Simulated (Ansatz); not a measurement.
**B2PLYP/def2-SVP (core potential) run of SnCl2 (SMILES [Cl][Sn][Cl])**

What is the electronic atomisation energy of SnCl2 at B2PLYP/def2-SVP (core potential)? 

The calculation is run with Ansatz 0.2.0.

32 further runs of the same task are left out: 32 set aside as unsound or not needed.

### 1 The structure to begin with

SnCl2 has 3 atoms, charge 0, and is taken as a singlet. SMILES: `[Cl][Sn][Cl]`. The coordinates come from a PBE0-D4/def2-TZVP relaxation.

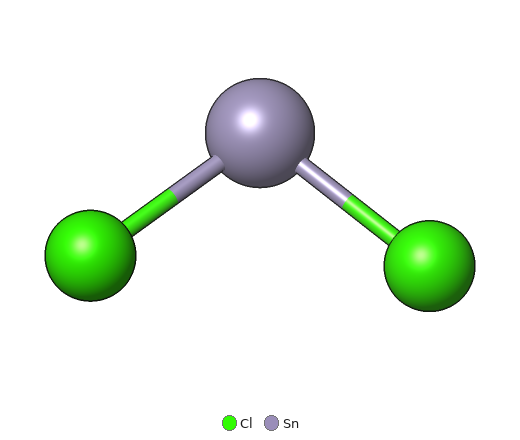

The structure, seen from a chosen angle (chlorine green, tin purple).

### 2 The energy at B2PLYP/def2-SVP (core potential)

Input file in.yaml:

```yaml
crystal:
  periodic: [false, false, false]
  atoms:
    - {symbol: Cl, position_ang: [1.154200, 1.220700, 0.756000]}
    - {symbol: Sn, position_ang: [-0.796900, 0.518900, -0.376600]}
    - {symbol: Cl, position_ang: [-0.368200, -1.804500, -0.392600]}
basis:
  gaussian:
    orbitals: def2-SVP
output: {orbitals: {seedname: orbitals}}
hamiltonian:
  xc: {name: B2PLYP}
total_charge: 0
correlation:
  frozen_orbitals: {Cl: 5, Sn: 4}
accuracy: high
```

Command:

```console
$ ansatz run in.yaml --threads 1 --pin off --max-ram 3480MiB --events-out events.jsonl --progress --plain --runs-dir runs
```

The program printed:

```text
Warning: RAYON_NUM_THREADS=1 ignored (pool sized by the plan → 1); use --threads N
Functional definition: B2PLYP
  name "B2PLYP"
  parameter a = 0.53
  parameter c = 0.27
  exchange = (1 - a)*b88_x + a*exact_x
  correlation = (1 - c)*lyp_c + c*(mp2_os + mp2_ss)
1269 factors; integrals over basis functions are off by at most 6.3e-9 eV
mean field evaluation 1: about -30851.7305 eV, gradient 1.9e1 eV
mean field evaluation 2: about -30851.8077 eV, gradient 1.9e1 eV
mean field evaluation 4: about -30853.1092 eV, gradient 7.6e-1 eV
mean field evaluation 8: about -30853.1161 eV, gradient 7.9e-3 eV
mean field evaluation 16: about -30853.1161 eV, gradient 6.9e-6 eV
mean field -30853.11609266 eV, -1133.8311034120 hartree, gradient 1.4e-8 eV, S^2 0.000000; 0 other end points of the search recorded, 0 dependent functions left out
14 core orbitals not correlated: weight in the atoms' cores, before any rotation towards them, 1.000 or more for the frozen orbitals, at most 0.000 for the correlated occupied ones
reference -30853.11611178 eV, -1133.8311041148 hartree; 14, 14 occupied and 34, 34 virtual orbitals, 1269 factors
second order -11.67966556 eV of doubles, -0.00000000 eV of singles
Total energy: -30856.26962148 eV, -1133.9469934588 hartree
```

It took 6.9 s on 1 thread of Arm Neoverse V1, shared host; peak memory 0.18 GiB.

### 3 The Cl atom, same level

Input file in.yaml:

```yaml
crystal:
  periodic: [false, false, false]
  atoms:
    - {symbol: Cl, position_ang: [0.000000, 0.000000, 0.000000]}
basis:
  gaussian:
    orbitals: def2-SVP
magnetization:
  spin_polarized: true
  initial_magnetization: 1
hamiltonian:
  xc: {name: B2PLYP}
correlation:
  frozen_orbitals: {Cl: 5}
accuracy: high
```

Run the same way, it converges to -459.84682 Eh (log not shown).

### 4 The Sn atom

Input file run.yaml:

```yaml
crystal:
  periodic: [false, false, false]
  atoms:
    - symbol: Sn
      position_ang: [0.000000, 0.000000, 0.000000]
basis:
  gaussian:
    orbitals: def2-SVP
accuracy: high
hamiltonian:
  xc: {name: B2PLYP}
correlation:
  frozen_orbitals: {Sn: 4}
magnetization:
  spin_polarized: true
  initial_magnetization: 2
```

Run the same way, it converges to -213.97636 Eh (log not shown).

### 5 Outcome

At B2PLYP/def2-SVP (core potential), 14 core orbitals frozen:

| quantity | value |
| --- | --- |
| molecule: total energy | -1133.94699 Eh |
| molecule: HOMO energy (SCF part's orbitals) | -8.65 eV |
| molecule: LUMO energy (SCF part's orbitals) | -1.98 eV |
| molecule: HOMO–LUMO gap (SCF part's orbitals) | 6.67 eV |
| Cl atom: total energy | -459.84682 Eh |
| Cl atom: ⟨S²⟩ | 0.753 |
| Sn atom: total energy | -213.97636 Eh |
| Sn atom: ⟨S²⟩ | 2.004 |
| electronic atomisation energy | 7.537 eV |

What this shows: Taking the molecule apart into free atoms costs 7.54 eV (174 kcal/mol), before zero-point energy and without spin-orbit coupling.
